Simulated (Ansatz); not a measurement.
**A family of molecules: the atomisation energy (no zero-point term)**

All atoms of one element are swapped for its congeners: B(CH3)(OH)2 (methylboronic acid); B(CH3)(SH)2; B(CH3)(SeH)2. All are singlets with charge 0.

Shapes, held fixed at every level: PBE0-D4/def2-TZVP. Flexible molecules stand in one conformer, not always the lowest. Programs: Ansatz 0.2.0. Values in eV.

| level | B(CH3)(OH)2 | B(CH3)(SH)2 | B(CH3)(SeH)2 |
| --- | --- | --- | --- |
| HF/def2-TZVPP | 28.62 | 24.97 | 23.24 |
| PBE-D4/def2-TZVPP | 39.32 | 34.05 | 32.25 |
| r2SCAN-D4/def2-TZVPP | 38.74 | 33.70 | 31.93 |
| wB97M-V/def2-TZVPP | 38.73 | 33.63 | 31.53 |
| B2PLYP/def2-TZVPP | 38.29 | 32.96 | 31.22 |
| CCSD/def2-TZVPP | 37.14 | 31.96 | 30.38 |
| CCSD(T)/def2-TZVPP | 37.65 | 32.46 | 30.89 |

At CCSD(T)/def2-TZVPP the atomisation energy falls at every step, from 37.65 to 30.89 eV. Every level shows the same order. Relativity is left out for Se unless named. Correlated rows may include outer-core shells of Se, which these sets cover unevenly. Spin-orbit coupling, which grows down the group, is left out (summed over each molecule's free atoms 0.02, 0.05, 0.24 eV).

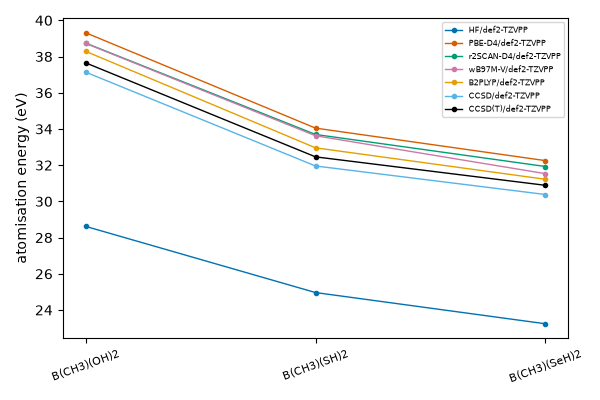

The trend along the series, level by level.
